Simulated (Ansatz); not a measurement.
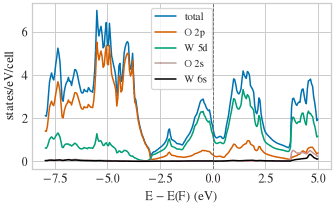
Fig. 1. Total and projected density of states of WO₂ in space group P4_2/mnm (No. 136; W on 2b, O on 4g), PBEsol in the plane-wave PAW code Ansatz

Q: Which orbitals carry the states next to the Fermi level?

A: Within 0.5 eV of the Fermi level: W 5d 78 %, O 2p 19 %. Projections are on Löwdin-orthogonalised atomic valence shells; empty p or d shells of many metals are not among them.

Q: Where is the tallest occupied peak in this window, and what makes it?

A: Near -5.5 eV, about 7.0 states/eV per cell; the largest projected share is O 2p.

The workflow started from a Materials Project entry (that database holds measured and hypothetical structures alike); the Crystallography Open Database files this formula in space group No. 136, but the cells were not matched. Its standing as an ambient phase is unchecked. The PBEsol relaxation kept the symmetry of its start; of distortions, only those at the zone centre were tested. The workflow began spin-polarised and lost its moments. No Hubbard U is applied. Spin–orbit coupling is left out wherever it is not named.

Potentials: the later of the program's two PAW sets.
